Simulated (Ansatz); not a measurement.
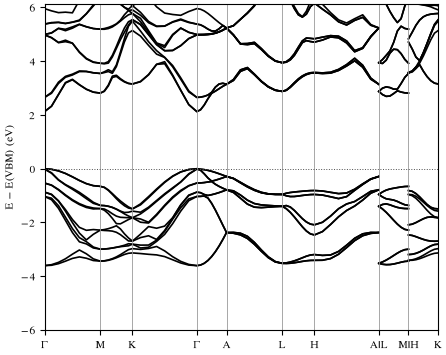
Figure: Band structure from the program Ansatz at the PBEsol with spin–orbit coupling level (PAW)

Question: Read off the gap and where the band edges lie.

Answer: About 2.1 eV (2.12 eV by a search for the band edges); maximum at Γ, minimum at Γ.

The material is MgTe (wurtzite, P6_3mc).

The cell was relaxed with PBEsol under the symmetry of its start.

Potentials: the later of the program's two PAW sets.
